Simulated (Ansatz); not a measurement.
# A hypothetical structure for ScMn2Ni2Ge, part 2 of 2

This structure for ScMn2Ni2Ge is made up. Its elements were placed in a known structure type with a cell scaled to their sizes. What cell does the guess relax to, and how far off was it?

Ansatz 0.2.0; DFT, PBEsol, plane-wave PAW, files of the set soft_1, scalar-relativistic, ferromagnetic start, cell and ions relaxed at zero pressure; PAW set soft_1 (the session's first sound run).

So far: The structure; Relaxation of the guess. The relaxed cell has a, b, c = 4.865, 8.373, 4.008 Å (conventional setting).

## 3. Electronic structure of the relaxed cell

With the geometry fixed, one more self-consistent run, with a narrower smearing and the mesh shown in its input, gives the bands, and its pressure, and its forces where symmetry allows any, show how far the geometry depends on these settings.

This step: DFT, PBEsol, plane-wave PAW, files of the set soft_1, scalar-relativistic, ferromagnetic start, bands and density of states at the relaxed cell; PAW set soft_1 (Ansatz 0.2.0).

input.yaml

```yaml
crystal:
  lattice:
    - [2.4324570589, -4.1865026539, 0.0]
    - [2.4324570589, 4.1865026539, 0.0]
    - [0.0, 0.0, 4.0080782429]
  atoms:
    - { symbol: Ge, position: [0.5, 0.5, 0.5] }
    - { symbol: Ni, position: [0.0, 0.5, 0.5], spin: 0.4 }
    - { symbol: Ni, position: [0.5, 0.0, 0.5], spin: 0.4 }
    - { symbol: Mn, position: [0.6706351302, 0.3293648698, 0.0], spin: 2.5 }
    - { symbol: Mn, position: [0.3293648698, 0.6706351302, 0.0], spin: 2.5 }
    - { symbol: Sc, position: [0.0, 0.0, 0.0] }
magnetization:
  spin_polarized: true
kpoints:
  mp_grid: { grid: [8, 8, 8] }
  band_path:
    path:
      - [[0.0, 0.0, 0.0], [0.33439712, 0.33439712, 0.0], [0.0, 0.5, 0.0], [0.0, 0.5, 0.5], [0.33439712, 0.33439712, 0.5], [0.0, 0.0, 0.5], [0.0, 0.0, 0.0], [-0.5, 0.5, 0.0], [-0.33439712, 0.66560288, 0.0], [-0.33439712, 0.66560288, 0.5], [-0.5, 0.5, 0.5], [-0.5, 0.5, 0.0]]
      - [[0.0, 0.0, 0.5], [-0.5, 0.5, 0.5]]
    npoints: 6
scf:
  occupations: { method: fermi_dirac, width: 0.03 }
  n_extra_bands: 13
hamiltonian:
  xc: pbesol
  pseudopotentials: { kind: paw, azcp: { folder: soft_1 }, xc_functional: pbe }
output:
  forces: true
  stress: true
  write_bands: true
  dos: { projected: true }
  write_density: true
  write_potential: true
  elf: true
  volumetric_format: npy
```

Command:

```sh
$ ansatz run input.yaml --threads 4 --pin off --max-ram 10240MiB --backend cpu --events-out ev --progress --plain --runs-dir out
```

Numbers of over 12 decimals in the logs are rounded to 6 here.

Output:

```text
[...]
Crystal: 6 atoms, lattice volume = 81.632 Å³
Basis set: ecut = 420 eV, 1637 PW (Γ), exchange–correlation on 72×72×54 points (8 copies of the dense FFT grid, shifted against one another)
Bands: 59, of which v1, the nominal top of the filled ones, is band 46 counted from 1 (45 counted from 0)
Symmetry: 8 space group operations
[...]
k-points: 105 of 512
[...]
Starting moments: Σ|m| = 5.8 μB on 4 of 6 sites
[...]
SCF iter   1: F=—  HF=-25712.259797 eV  |F-HF|=—  |Δ(HF+E_count)|=         —  Δρ=4.52e-2 (↑3.82e-2 ↓4.52e-2)  dr2=3.78e0  dr2_m=2.28e-1  M=5.311 μB ∫|m|=5.641 μB  β_m=0.30  ethr=3.10e-3  ⟨swp⟩=5.2  Hψ=37026  notcnv=0  defer=23
[...]
SCF iter  19: F=-25713.823362 eV  HF=-25713.823362 eV  |F-HF|=3.35e-9  |Δ(HF+E_count)|=   1.18e-9  Δρ=1.38e-6 (↑9.45e-7 ↓1.38e-6)  dr2=3.77e-9  dr2_m=4.21e-11  M=5.612 μB ∫|m|=6.384 μB  ethr=8.77e-12  ⟨swp⟩=10.7  Hψ=69448  notcnv=0
SCF 1 converged in 19 iterations: F = -25713.823362 eV  dr2 = 3.77e-9
[...]
NSCF: frozen V_eff on 74 k-points
SCF converged after 19 iterations
Magnetization: 5.6116 μB (48.3058 up, 42.6942 down)
Absolute magnetization: 6.3876 μB (∫|ρ↑−ρ↓|, with the PAW one-centre terms)
[...]
Per-site moments (μB) at R_I (Å): [(-0.051090, 0.998635), (0.373171, 0.998635), (0.373171, 0.998635), (2.460379, 1.005094), (2.460379, 1.005094), (-0.083622, 1.137582)]
Free energy (F): -25713.823362 eV
[...]
Internal energy: -25713.809390 eV  (E = F + TS)
E sigma→0 (E₀):  -25713.816376 eV
Entropy (-TS):   -0.013972 eV (-2.329 meV/atom)
Fermi energy:    15.464669 eV
[...]
--- Forces (eV/Å), atoms counted from 1 ---
  atom   1  Ge     0.00000000     0.00000000     0.00000000
  atom   2  Ni     0.00000000    -0.00000000     0.00000000
  atom   3  Ni    -0.00000000     0.00000000     0.00000000
  atom   4  Mn     0.00000000     0.02246798     0.00000000
  atom   5  Mn     0.00000000    -0.02246798    -0.00000000
  atom   6  Sc     0.00000000     0.00000000     0.00000000
  max |Σ_I F_I| component: 3.16e-30 eV/Å
--- Stress (GPa, compression-positive) ---
        0.053601       0.000000      -0.000000
        0.000000      -0.308242      -0.000000
       -0.000000      -0.000000       0.038752
  P = ⅓ Tr σ = -0.0720 GPa (-0.720 kbar)
--- Band table (eV; the first three rows and the last of 210) ---
  k-point 0 ↑: bands = [... 42 lower, 14.1375, 14.6219, 14.7597, 14.9199, 15.3216, 15.5216, 15.7438, 16.0979, ... 9 higher]
  k-point 1 ↑: bands = [... 42 lower, 14.1477, 14.4617, 14.6461, 14.6599, 15.0520, 15.3103, 15.9847, 16.0573, ... 9 higher]
  k-point 2 ↑: bands = [... 42 lower, 13.9571, 14.1477, 14.5376, 14.5613, 14.7820, 15.2864, 15.9350, 15.9467, ... 9 higher]
  k-point 104 ↓: bands = [... 42 lower, 15.7489, 15.8082, 16.0707, 16.1172, 16.4974, 16.6471, 16.8901, 17.0909, ... 9 higher]
```

Run time: 50 s. Hardware: 4 threads of Arm Neoverse V1, shared host; peak memory 1 GiB; 3.2 min of CPU time.

Reading the cycles: dr2 is the Hartree energy of the density residual (eV), the measure of convergence; HF is the Harris–Foulkes estimate of the energy, which meets the free energy F at convergence.

Numbers from this step:

| Item | Value |
| --- | --- |
| free energy | -25713.8234 eV |
| energy at zero smearing | -25713.8164 eV |
| smearing term TS | 0.01397 eV |
| Fermi energy | 15.46 eV |
| magnetization | 5.612 μB |
| absolute magnetization | 6.388 μB |
| site moments | -0.05109, 0.3732, 0.3732, 2.460, 2.460, -0.08362 μB |
| pressure | -0.07196 GPa |

From bands.tsv, the bands that come nearest the Fermi level along the path, at its corners, in eV from the Fermi level:

```tsv
point	band_46_up	band_47_up	band_48_up	band_49_up	band_50_up	band_41_dn	band_42_dn	band_43_dn
Γ	-0.14	0.06	0.28	0.63	0.72	-0.54	-0.19	0.29
X	-0.57	-0.55	0.96	1.69	1.89	-0.32	-0.28	-0.05
S	-0.80	-0.47	-0.45	1.24	2.07	-0.12	-0.09	0.07
R	-0.75	-0.45	-0.42	0.71	1.29	-0.64	-0.62	0.57
A	-0.59	-0.43	-0.34	-0.19	0.64	-0.25	0.52	0.63
Z	-0.21	-0.20	-0.20	0.10	0.15	-0.64	-0.34	-0.22
Γ	-0.14	0.06	0.28	0.63	0.72	-0.54	-0.19	0.29
Y	-0.32	0.16	0.33	0.85	2.04	-0.39	-0.28	0.18
X1	-0.57	-0.55	0.96	1.69	1.89	-0.32	-0.28	-0.05
A1	-0.59	-0.43	-0.34	-0.19	0.64	-0.25	0.52	0.63
T	-0.55	-0.34	-0.20	0.73	0.78	0.22	0.28	0.34
Y	-0.32	0.16	0.33	0.85	2.04	-0.39	-0.28	0.18
Z	-0.21	-0.20	-0.20	0.10	0.15	-0.64	-0.34	-0.22
T	-0.55	-0.34	-0.20	0.73	0.78	0.22	0.28	0.34
```

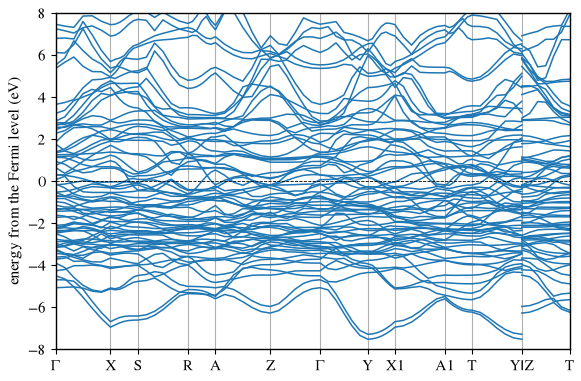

Bands along the path. 52 bands lie wholly below the window drawn.

Site moment by atom:

```
atom  site moment (μB)
 Ge1             -0.05
 Ni2              0.37
 Ni3              0.37
 Mn4              2.46
 Mn5              2.46
 Sc6             -0.08
```

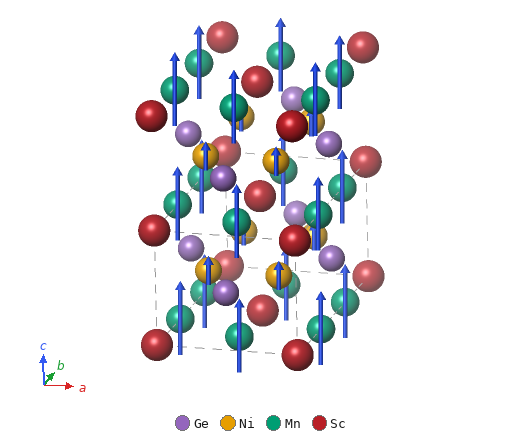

Site moment as arrows, the longest 2.46 μB. Up and down stand for the sign. Arrows give size and sign along the axis of quantisation, drawn up and down the page. Each arrow also spans its atom, so small moments look longer than they are. 1×1×2 conventional cells are drawn. Some periodic images of atoms are drawn too.

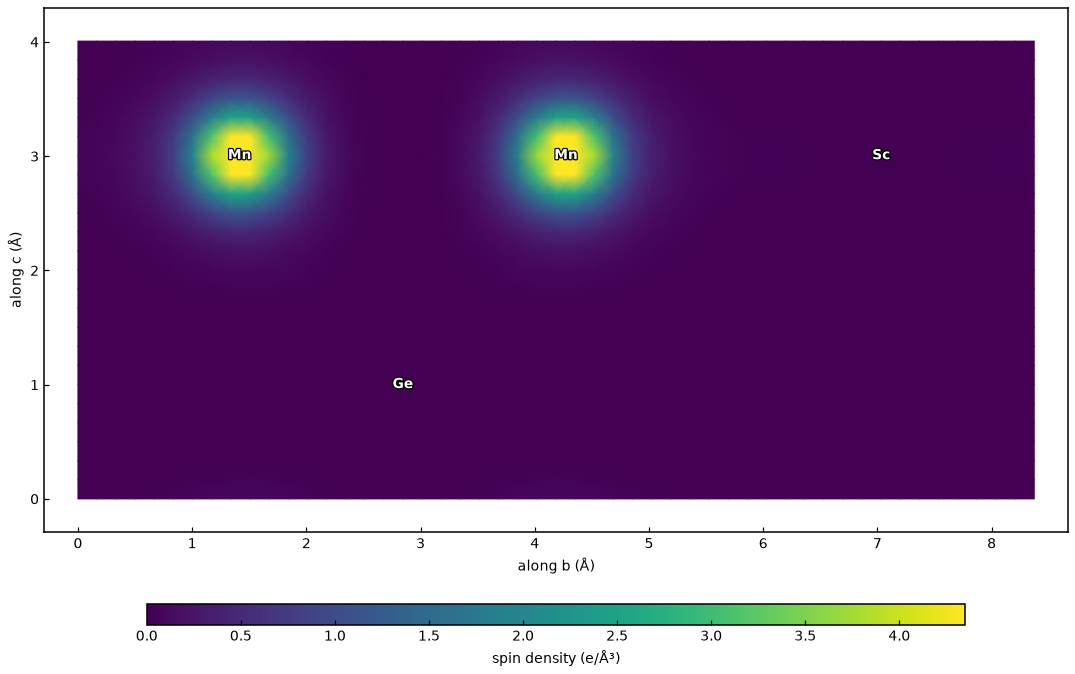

Spin density in the bc plane of the conventional cell at fractional x = 0.000, with atoms of Ge and Mn and Sc within 0.2 Å of it. The map starts off the cell's origin, so that atoms lie inside it.

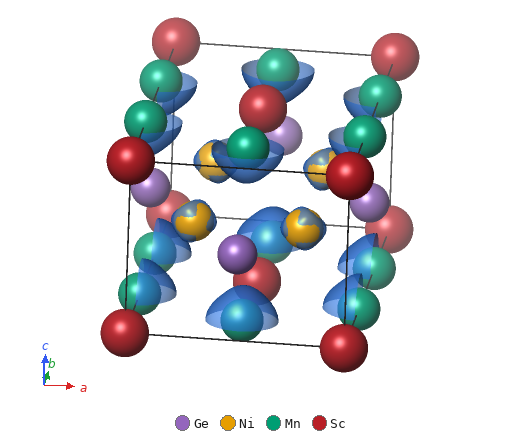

Surface of spin density = 0.28 e/Å³, which holds about 70 % of the integral of its size.

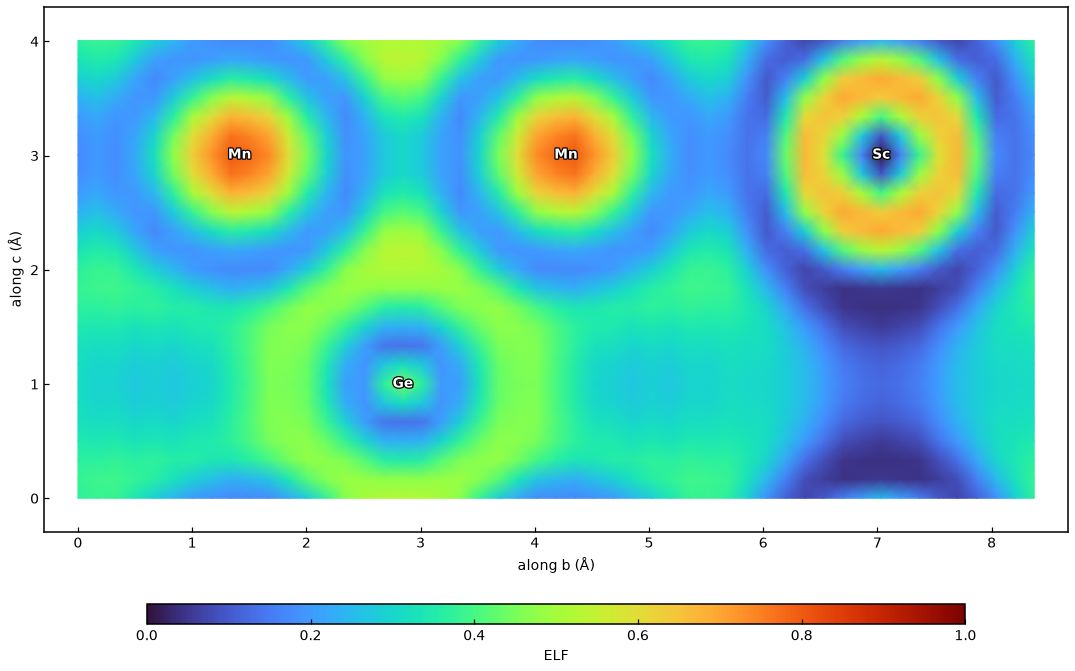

ELF in the bc plane of the conventional cell at fractional x = 0.000, with atoms of Ge and Mn and Sc within 0.2 Å of it. It is the smooth field of the valence electrons, not physical close to the nuclei. The map starts off the cell's origin, so that atoms lie inside it.

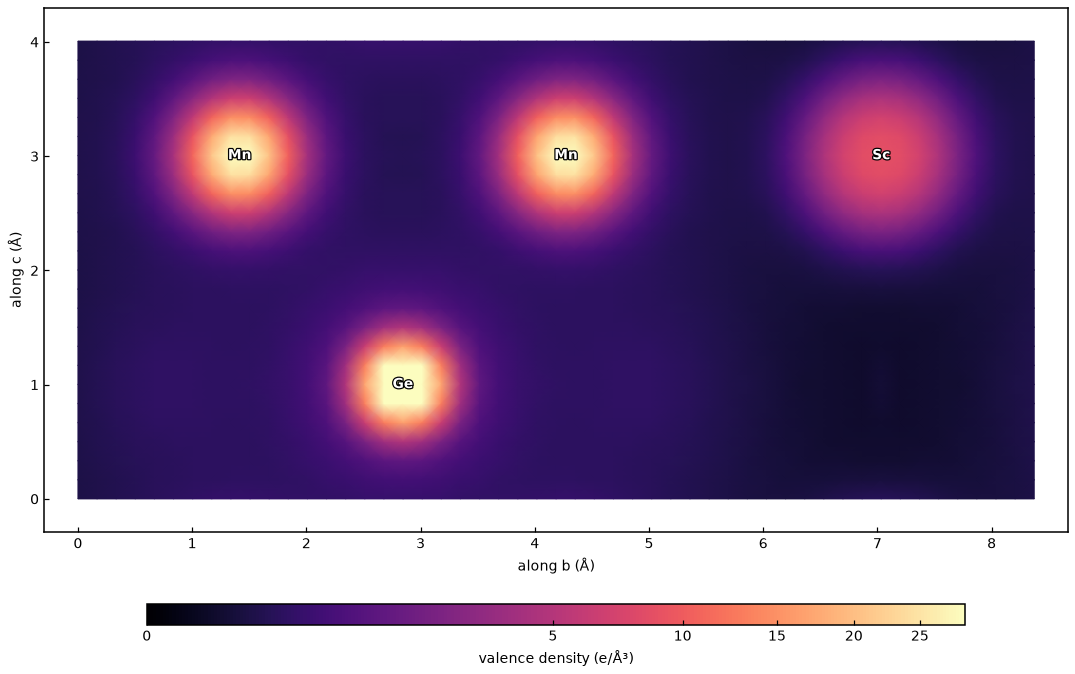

Valence density in the bc plane of the conventional cell at fractional x = 0.000, with atoms of Ge and Mn and Sc within 0.2 Å of it. It is the smooth field of the valence electrons, not physical close to the nuclei. The map starts off the cell's origin, so that atoms lie inside it. The colour scale is stretched toward low values.

## 4. Results

* space group, relaxed: Cmmm
* conventional cell: a = 4.865, b = 8.373, c = 4.008 Å; α = 90.0°, β = 90.0°, γ = 90.0°
* volume per atom: 13.61 Å³ (guess 13.93)
* total moment: 5.66 μB in the cell of 6 atoms

What this shows: ScMn2Ni2Ge relaxes to Cmmm with a = 4.865, b = 8.373 and c = 4.008 Å. The guessed volume was 2 % too large. The space group Cmmm was held in the relaxation, so the end point is a stationary structure within it and may be a saddle against distortions or other arrangements. The input starts from parallel moments, and no other start was typed. Bands cross the Fermi level, so it is a metal or semimetal at this level. On the 8×8×8 mesh with the narrower smearing (relaxed on 6×6×7) the largest force component is 0.022 eV/Å and the largest stress component is 0.308 GPa, against the relaxation's thresholds of 0.015 eV/Å and 0.05 GPa. The cutoff wasn't tested. No dispersion term is used, so weakly bound directions may come out too long. Nothing here tests whether the compound is stable against decomposition.

[Logs are printed without paths, hosts, clocks, repeated set-up lines and the standing remarks that a program may print on its own settings, such as how far it seeks lower states.]

[Hosts, paths, dates, database ids (printed as entryN), source tags and the programs' standing remarks are cut or masked in the printed files.]
